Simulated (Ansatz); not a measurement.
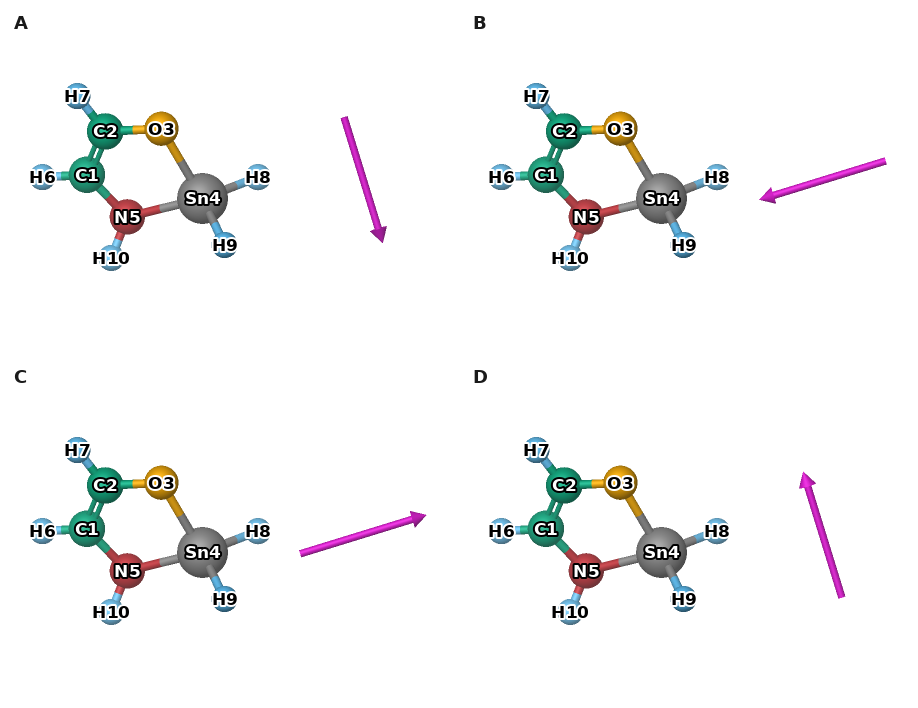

The same molecule four times, each with an arrow. Computed geometry: PBE0-D4/def2-TZVP optimisation. No frequency run is at hand to confirm it as a minimum. Properties computed with RKS B3LYP-D4/def2-TZVPP, core potentials on Sn (Ansatz 0.2.0).

Which arrow points along the dipole moment, from the negative to the positive end?

Answer. A. The dipole moment is 2.43 D; it points from the side of H7 to the side of H9 (the outermost atoms at the two ends).
